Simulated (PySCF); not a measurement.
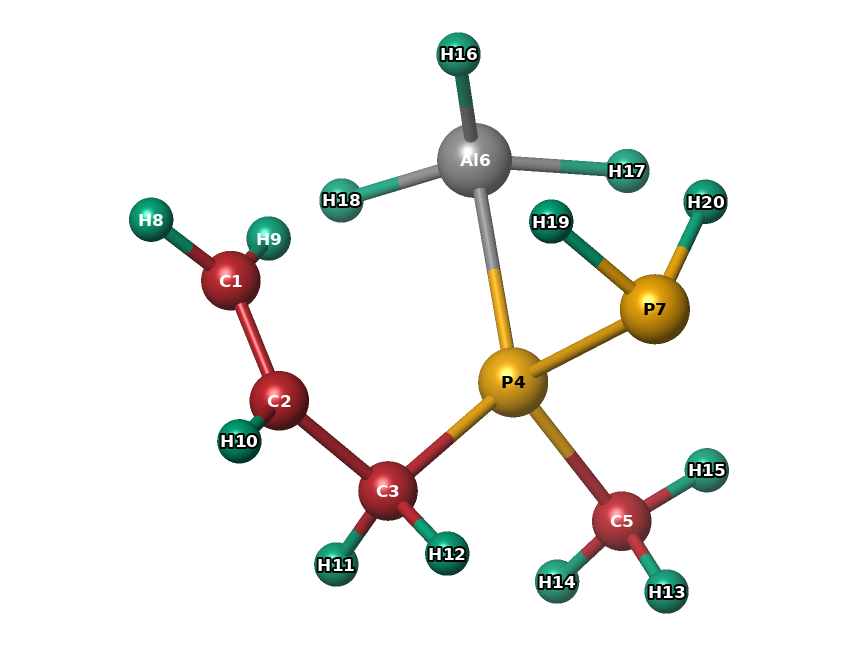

Computed geometry: GFN2-xTB optimisation. No frequency run is at hand to confirm it as a minimum. Electric field gradients from the ground-state density, PBE0/pcSseg-1 (PySCF 2.14.0), non-relativistic apart from any core potentials.

Give the largest field-gradient component, the quadrupole coupling constant and the asymmetry for 27Al at Al6 (Q = 146.6 mb).

| atom | V_zz (a.u.) | e²qQ/h (MHz) | η |
| --- | --- | --- | --- |
| Al6 | 0.960 | 33.1 | 0.10 |

The geometry is semi-empirical. Around Al, P such bond lengths and angles can be off by a tenth of an ångström or more and by several degrees, and values that hang on the shape move with them.
